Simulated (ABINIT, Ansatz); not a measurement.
# TaBe (Pm-3m): phonons by linear response

How does TaBe (Pm-3m) vibrate, and is this structure a minimum?

Method: DFT PBEsol, scalar-relativistic, plane waves, PseudoDojo norm-conserving pseudopotentials, in ABINIT 10.8.3.

The structure was built from a prototype and need not be the compound's stable phase.

## Step 1: Starting point

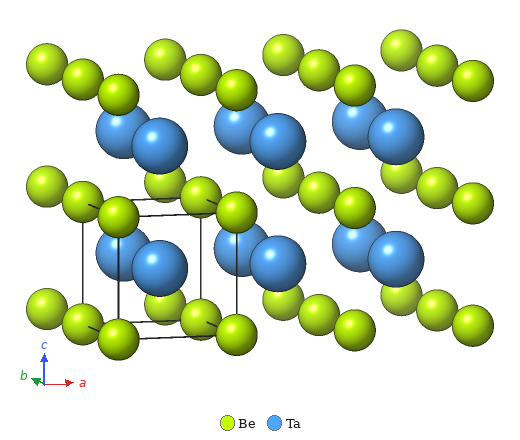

The starting structure, seen slightly off an axis (beryllium green, tantalum blue). 3×2×2 cells are drawn. Some periodic images of atoms are drawn too.

## Step 2: A first look

A first run with smearing and empty bands tells whether the crystal has a gap, which decides between fixed occupations and smearing later on.

Contents of probe.abi:

```
# ground state
tolvrs 1.0d-08
prtden 1
prtwf 1

# basis, mesh and filling
ecut 38.0
ngkpt 6 6 6
nshiftk 1
shiftk 0.0 0.0 0.0
istwfk *1
occopt 7
tsmear 0.005
nband 15
nstep 100
diemac 9.0
prtebands 0
prtgsr 0
useylm 1

# cell and atoms
acell 3*1.0 Angstrom
rprim 
    2.91227457 0.0 0.0
    0.0 2.91227457 0.0
    0.0 0.0 2.91227457
ntypat 2
znucl 4 73
natom 2
typat 1 2
xred 
    0.0 0.0 0.0
    0.5 0.5 0.5
pp_dirpath "./pseudo"
pseudos "Be.upf, Ta.upf"
```

Started as:

```
$ OMP_NUM_THREADS=1 mpirun -n 4 abinit probe.abi > probe.log
```

Numbers of over 12 decimals in the logs are rounded to 6 here.

probe.abo, the main output file:

```text
[banners, grids, parts of the stress and lines that vanish by symmetry left out]
- input  file    -> probe.abi
- output file    -> probe.abo
- root for input  files -> probei
[...]
Symmetries : space group Pm -3 m (#221); Bravais cP (primitive cubic)
[...]
mpw =        1890          nfft =       32768          nkpt =          20
[...]
== DATASET  1 ==================================================================
[...]
cutoff_energies: {ecut:  38.0, pawecutdg:  -1.0, }
[...]
ETOT  1  -78.905272421690    -7.891E+01 1.466E-01 8.672E+01
 ETOT  2  -78.948428801878    -4.316E-02 1.665E-02 2.219E+01
 ETOT  3  -78.952428484238    -4.000E-03 1.939E-03 5.427E-03
 ETOT  4  -78.952430199160    -1.715E-06 3.320E-03 1.390E-05
 ETOT  5  -78.952430201385    -2.224E-09 2.800E-03 6.431E-08
 ETOT  6  -78.952430201393    -8.242E-12 2.548E-03 7.318E-10
 At SCF step    6       vres2   =  7.32E-10 < tolvrs=  1.00E-08 =>converged.
[...]
sigma(1 1)= -4.07909855E-04  sigma(3 2)=  0.00000000E+00
  sigma(2 2)= -4.07909855E-04  sigma(3 1)=  0.00000000E+00
  sigma(3 3)= -4.07909855E-04  sigma(2 1)=  0.00000000E+00
[...]
convergence: {deltae: -8.242E-12, res2:  7.318E-10, residm:  2.548E-03, diffor: null, }
etotal    :  -7.89524302E+01
[...]
sigma(1 1)= -4.07909855E-04  sigma(3 2)=  0.00000000E+00
  sigma(2 2)= -4.07909855E-04  sigma(3 1)=  0.00000000E+00
  sigma(3 3)= -4.07909855E-04  sigma(2 1)=  0.00000000E+00
[...]
- sigma(1 1)= -1.20011223E+01  sigma(3 2)=  0.00000000E+00
- sigma(2 2)= -1.20011223E+01  sigma(3 1)=  0.00000000E+00
- sigma(3 3)= -1.20011223E+01  sigma(2 1)=  0.00000000E+00
[...]
fcart     -0.0000000000E+00 -0.0000000000E+00 -0.0000000000E+00
           strten     -4.0790985507E-04 -4.0790985507E-04 -4.0790985507E-04
================================================================================

[key lines of the parts left out:]
pressure_GPa:   1.2001E+01
```

It took 3.4 s on 4 MPI ranks of Arm Neoverse V2, shared host; 13 s of CPU time.

Read from the output:

```
volume per atom   : 12.35 Å³
pressure          : 12.00 GPa
gap on the k-mesh : 0 eV
```

No gap opens on this mesh, so smearing is kept; the printed pressure holds the stress of the finite basis too.

## Step 3: Rough relaxation

The typed start is rough, so a first relaxation with smearing and loose thresholds takes it towards rest cheaply.

Contents of prerelax.abi:

```
# relaxation
ionmov 2
optcell 2
dilatmx 1.15
chkdilatmx 0
ntime 40
tolmxf 3.0d-04
tolvrs 1.0d-10
prtwf 0
prtden 0
chksymtnons 0

# basis, mesh and filling
ecut 38.0
ecutsm 3.0
ngkpt 6 6 6
nshiftk 1
shiftk 0.0 0.0 0.0
istwfk *1
occopt 7
tsmear 0.005
nband 15
nstep 100
diemac 1000000.0
prtebands 0
prtgsr 0
useylm 1

# cell and atoms
acell 3*1.0 Angstrom
rprim 
    2.91227457 0.0 0.0
    0.0 2.91227457 0.0
    0.0 0.0 2.91227457
ntypat 2
znucl 4 73
natom 2
typat 1 2
xred 
    0.0 0.0 0.0
    0.5 0.5 0.5
pp_dirpath "./pseudo"
pseudos "Be.upf, Ta.upf"
```

Started as:

```
$ OMP_NUM_THREADS=1 mpirun -n 4 abinit prerelax.abi > prerelax.log
```

prerelax.abo, the main output file:

```text
[banners, grids, parts of the stress and lines that vanish by symmetry left out]
- input  file    -> prerelax.abi
- output file    -> prerelax.abo
- root for input  files -> prerelaxi
[...]
Symmetries : space group Pm -3 m (#221); Bravais cP (primitive cubic)
[...]
mpw =        2897          nfft =       46656          nkpt =          20
[...]
== DATASET  1 ==================================================================
[...]
cutoff_energies: {ecut:  38.0, pawecutdg:  -1.0, }
[...]
ETOT  1  -78.909502374061    -7.891E+01 1.319E-01 1.229E+02
 ETOT  2  -78.949576471414    -4.007E-02 2.389E-02 2.047E+01
 ETOT  3  -78.952173335016    -2.597E-03 8.751E-03 5.054E-03
 ETOT  4  -78.952174881434    -1.546E-06 5.827E-03 2.517E-05
 ETOT  5  -78.952174884047    -2.613E-09 2.454E-03 2.049E-07
[...]
At SCF step    7       vres2   =  6.08E-12 < tolvrs=  1.00E-10 =>converged.
[...]
ETOT  6  -78.954340392332     1.009E-12 4.823E-07 3.614E-12
 At SCF step    6       vres2   =  3.61E-12 < tolvrs=  1.00E-10 =>converged.
[...]
sigma(1 1)= -2.09840944E-07  sigma(3 2)=  0.00000000E+00
  sigma(2 2)= -2.09840944E-07  sigma(3 1)=  0.00000000E+00
  sigma(3 3)= -2.09840944E-07  sigma(2 1)=  0.00000000E+00
[...]
convergence: {deltae:  1.009E-12, res2:  3.614E-12, residm:  4.823E-07, diffor: null, }
etotal    :  -7.89543404E+01
[...]
At Broyd/MD step   4, gradients are converged :
[...]
sigma(1 1)= -2.09840944E-07  sigma(3 2)=  0.00000000E+00
  sigma(2 2)= -2.09840944E-07  sigma(3 1)=  0.00000000E+00
  sigma(3 3)= -2.09840944E-07  sigma(2 1)=  0.00000000E+00
[...]
- sigma(1 1)= -6.17373372E-03  sigma(3 2)=  0.00000000E+00
- sigma(2 2)= -6.17373372E-03  sigma(3 1)=  0.00000000E+00
- sigma(3 3)= -6.17373372E-03  sigma(2 1)=  0.00000000E+00
[...]
fcart     -0.0000000000E+00 -0.0000000000E+00 -0.0000000000E+00
           strten     -2.0984094387E-07 -2.0984094387E-07 -2.0984094388E-07
================================================================================

[key lines of the parts left out:]
pressure_GPa:   6.1737E-03
Total energy (etotal) [Ha]= -7.89543403923322E+01
```

Run time: 15 s. Hardware: 4 MPI ranks; 59 s of CPU time.

Step by step:

```csv
step,energy less that of the first step (eV),largest force (eV/Å),volume (Å³)
1,0.0000,0.0000,24.70
2,-0.0505,0.0000,25.66
3,-0.0589,0.0000,26.24
4,-0.0589,0.0000,26.28
```

```csv
"conventional cell, symmetrised",before,after,change
a (Å),2.912,2.973,+2.1 %
b (Å),2.912,2.973,+2.1 %
c (Å),2.912,2.973,+2.1 %
volume (Å³/atom),12.35,13.14,+6.4 %
```

Final coordinates:

```cif
data_structure
_symmetry_space_group_name_H-M 'P 1'
_symmetry_Int_Tables_number 1
_cell_length_a 2.9730
_cell_length_b 2.9730
_cell_length_c 2.9730
_cell_angle_alpha 90.000
_cell_angle_beta 90.000
_cell_angle_gamma 90.000
_cell_volume 26.28
loop_
_atom_site_label
_atom_site_type_symbol
_atom_site_fract_x
_atom_site_fract_y
_atom_site_fract_z
_atom_site_occupancy
Be1 Be 0.00000 0.00000 0.00000 1
Ta2 Ta 0.50000 0.50000 0.50000 1
```

Numbers from this step:

- volume per atom: 13.14 Å³
- pressure: 0.006174 GPa

The volume changes by +6.4 % in this run and stands +6.4 % from the first cell.

## Step 4: Relaxing the cell and atoms

The harmonic expansion needs vanishing forces, and a free crystal bears no stress, so cell and atoms are brought to rest. Stress is more sensitive to the basis than forces are: the last 3 Ha under the cutoff are smoothed with ecutsm, and the cutoff is raised above that of the later runs.

Contents of relax.abi:

```
# relaxation
ionmov 2
optcell 2
dilatmx 1.08
ntime 40
tolmxf 1.0d-05
tolvrs 1.0d-14
prtwf 0
prtden 0
chksymtnons 0

# basis, mesh and filling
ecut 47.0
ecutsm 3.0
ngkpt 8 8 8
nshiftk 1
shiftk 0.0 0.0 0.0
istwfk *1
occopt 7
tsmear 0.01
nband 15
nstep 100
diemac 1000000.0
prtebands 0
prtgsr 0
useylm 1

# cell and atoms
acell 3*1.0 Angstrom
rprim 
    2.972972169 0.0 0.0
    0.0 2.972972169 0.0
    0.0 0.0 2.972972169
ntypat 2
znucl 4 73
natom 2
typat 1 2
xred 
    0.0 0.0 0.0
    0.5 0.5 0.5
pp_dirpath "./pseudo"
pseudos "Be.upf, Ta.upf"
```

Started as:

```
$ OMP_NUM_THREADS=1 mpirun -n 4 abinit relax.abi > relax.log
```

relax.abo, the main output file:

```text
[banners, grids, parts of the stress and lines that vanish by symmetry left out]
- input  file    -> relax.abi
- output file    -> relax.abo
- root for input  files -> relaxi
[...]
Symmetries : space group Pm -3 m (#221); Bravais cP (primitive cubic)
[...]
mpw =        3478          nfft =       64000          nkpt =          35
[...]
== DATASET  1 ==================================================================
[...]
cutoff_energies: {ecut:  47.0, pawecutdg:  -1.0, }
[...]
ETOT  1  -78.906067960274    -7.891E+01 1.247E-01 1.741E+02
 ETOT  2  -78.953776608411    -4.771E-02 1.572E-02 2.874E+01
 ETOT  3  -78.956564462370    -2.788E-03 1.560E-03 2.493E-03
 ETOT  4  -78.956564911386    -4.490E-07 1.208E-03 3.553E-05
 ETOT  5  -78.956564913733    -2.346E-09 3.140E-04 4.101E-07
[...]
At SCF step    9       vres2   =  1.25E-16 < tolvrs=  1.00E-14 =>converged.
[...]
sigma(1 1)=  3.00905442E-05  sigma(3 2)=  0.00000000E+00
  sigma(2 2)=  3.00905442E-05  sigma(3 1)=  0.00000000E+00
  sigma(3 3)=  3.00905442E-05  sigma(2 1)=  0.00000000E+00
[...]
convergence: {deltae: -5.684E-14, res2:  1.253E-16, residm:  2.360E-04, diffor: null, }
etotal    :  -7.89565649E+01
[...]
ETOT  1  -78.956541305776    -7.896E+01 6.998E-02 3.394E-01
[...]
At SCF step    8       vres2   =  1.21E-16 < tolvrs=  1.00E-14 =>converged.
[...]
sigma(1 1)=  1.36366687E-05  sigma(3 2)=  0.00000000E+00
  sigma(2 2)=  1.36366687E-05  sigma(3 1)=  0.00000000E+00
  sigma(3 3)=  1.36366687E-05  sigma(2 1)=  0.00000000E+00
[...]
convergence: {deltae: -1.577E-12, res2:  1.213E-16, residm:  9.389E-05, diffor: null, }
etotal    :  -7.89565754E+01
[...]
ETOT  1  -78.956555008309    -7.896E+01 7.234E-05 2.301E-01
[...]
ETOT  7  -78.956578094843    -4.690E-13 1.883E-05 2.543E-14
 ETOT  8  -78.956578094843    -1.705E-13 1.813E-05 7.680E-17
 At SCF step    8       vres2   =  7.68E-17 < tolvrs=  1.00E-14 =>converged.
[...]
sigma(1 1)= -7.50476423E-08  sigma(3 2)=  0.00000000E+00
  sigma(2 2)= -7.50476423E-08  sigma(3 1)=  0.00000000E+00
  sigma(3 3)= -7.50476423E-08  sigma(2 1)=  0.00000000E+00
[...]
convergence: {deltae: -1.705E-13, res2:  7.680E-17, residm:  1.813E-05, diffor: null, }
etotal    :  -7.89565781E+01
[...]
At Broyd/MD step   3, gradients are converged :
[...]
sigma(1 1)= -7.50476423E-08  sigma(3 2)=  0.00000000E+00
  sigma(2 2)= -7.50476423E-08  sigma(3 1)=  0.00000000E+00
  sigma(3 3)= -7.50476423E-08  sigma(2 1)=  0.00000000E+00
[...]
- sigma(1 1)= -2.20797787E-03  sigma(3 2)=  0.00000000E+00
- sigma(2 2)= -2.20797787E-03  sigma(3 1)=  0.00000000E+00
- sigma(3 3)= -2.20797787E-03  sigma(2 1)=  0.00000000E+00
[...]
fcart     -0.0000000000E+00 -0.0000000000E+00 -0.0000000000E+00
           strten     -7.5047642305E-08 -7.5047642293E-08 -7.5047642288E-08
================================================================================

[key lines of the parts left out:]
pressure_GPa:   2.2080E-03
Total energy (etotal) [Ha]= -7.89565780948434E+01
```

Elapsed: 30 s, on 4 MPI ranks; 2 min of CPU time.

The steps of the relaxation:

| step | energy less that of the first step (eV) | largest force (eV/Å) | volume (Å³) |
| --- | --- | --- | --- |
| 1 | 0.0000 | 0.0000 | 26.28 |
| 2 | -0.0003 | 0.0000 | 26.21 |
| 3 | -0.0004 | 0.0000 | 26.15 |

```
conventional cell, symmetrised  before  after  change
                         a (Å)   2.973  2.968  -0.2 %
                         b (Å)   2.973  2.968  -0.2 %
                         c (Å)   2.973  2.968  -0.2 %
              volume (Å³/atom)   13.14  13.07  -0.5 %
```

Final coordinates:

```xyz
2
Lattice="2.9681 0.0000 0.0000 0.0000 2.9681 0.0000 0.0000 0.0000 2.9681" Properties=species:S:1:pos:R:3 pbc="T T T"
Be    0.0000    0.0000    0.0000
Ta    1.4840    1.4840    1.4840
```

This step gave:

| Quantity | Value |
| --- | --- |
| volume per atom | 13.07 Å³ |
| pressure | 0.002208 GPa |

The volume changes by -0.5 % in this run and stands +5.9 % from the first cell.

## Step 5: Ground state

First-order wavefunctions inherit every error of the ground state, hence the very tight tolvrs. Smearing stays on, as the first look found no gap above 0.3 eV.

Contents of gs.abi:

```
# ground state
tolvrs 1.0d-16
prtden 1
prtwf 1

# basis, mesh and filling
ecut 38.0
ngkpt 8 8 8
nshiftk 1
shiftk 0.0 0.0 0.0
istwfk *1
occopt 7
tsmear 0.01
nband 15
nstep 100
diemac 1000000.0
prtebands 0
prtgsr 0
useylm 1

# cell and atoms
acell 3*1.0 Angstrom
rprim 
    2.968075159 0.0 0.0
    0.0 2.968075159 0.0
    0.0 0.0 2.968075159
ntypat 2
znucl 4 73
natom 2
typat 1 2
xred 
    0.0 0.0 0.0
    0.5 0.5 0.5
pp_dirpath "./pseudo"
pseudos "Be.upf, Ta.upf"
```

Started as:

```
$ OMP_NUM_THREADS=1 mpirun -n 4 abinit gs.abi > gs.log
```

gs.abo, the main output file:

```text
[banners, grids, parts of the stress and lines that vanish by symmetry left out]
- input  file    -> gs.abi
- output file    -> gs.abo
- root for input  files -> gsi
[...]
Symmetries : space group Pm -3 m (#221); Bravais cP (primitive cubic)
[...]
mpw =        2000          nfft =       32768          nkpt =          35
[...]
== DATASET  1 ==================================================================
[...]
cutoff_energies: {ecut:  38.0, pawecutdg:  -1.0, }
[...]
ETOT  1  -78.909100816863    -7.891E+01 1.846E-01 8.929E+01
 ETOT  2  -78.953502551395    -4.440E-02 2.661E-02 1.491E+01
 ETOT  3  -78.956343037614    -2.840E-03 4.925E-03 7.920E-04
 ETOT  4  -78.956343718384    -6.808E-07 2.262E-03 2.437E-05
 ETOT  5  -78.956343722257    -3.873E-09 7.712E-04 1.887E-07
 ETOT  6  -78.956343722282    -2.473E-11 6.325E-04 1.908E-09
 ETOT  7  -78.956343722282    -3.979E-13 2.663E-04 3.982E-12
 ETOT  8  -78.956343722280     2.444E-12 2.018E-04 8.760E-15
 ETOT  9  -78.956343722282    -2.075E-12 2.522E-04 5.556E-17
 At SCF step    9       vres2   =  5.56E-17 < tolvrs=  1.00E-16 =>converged.
[...]
sigma(1 1)=  1.74158635E-05  sigma(3 2)=  0.00000000E+00
  sigma(2 2)=  1.74158635E-05  sigma(3 1)=  0.00000000E+00
  sigma(3 3)=  1.74158635E-05  sigma(2 1)=  0.00000000E+00
[...]
convergence: {deltae: -2.075E-12, res2:  5.556E-17, residm:  2.522E-04, diffor: null, }
etotal    :  -7.89563437E+01
[...]
sigma(1 1)=  1.74158635E-05  sigma(3 2)=  0.00000000E+00
  sigma(2 2)=  1.74158635E-05  sigma(3 1)=  0.00000000E+00
  sigma(3 3)=  1.74158635E-05  sigma(2 1)=  0.00000000E+00
[...]
- sigma(1 1)=  5.12392394E-01  sigma(3 2)=  0.00000000E+00
- sigma(2 2)=  5.12392394E-01  sigma(3 1)=  0.00000000E+00
- sigma(3 3)=  5.12392394E-01  sigma(2 1)=  0.00000000E+00
[...]
fcart     -0.0000000000E+00 -0.0000000000E+00 -0.0000000000E+00
           strten      1.7415863497E-05  1.7415863497E-05  1.7415863497E-05
================================================================================

[key lines of the parts left out:]
pressure_GPa:  -5.1239E-01
```

Wall time 5.8 s (4 MPI ranks); 23 s of CPU time.

This step gave:

| Property | Result |
| --- | --- |
| pressure | -0.5124 GPa |

The cell stands at -0.51 GPa: the relaxation ran with a smoothed and higher cutoff, and the difference is a stress of the finite basis.

(Part 1 of 4 ends here.)

[Host names and launcher messages were left out of these logs when they were recorded.]

[Logs are printed without paths, hosts, clocks, repeated set-up lines and the standing remarks that a program may print on its own settings, such as how far it seeks lower states.]

[Hosts, paths, dates, database ids (printed as entryN), source tags and the programs' standing remarks are cut or masked in the printed files.]
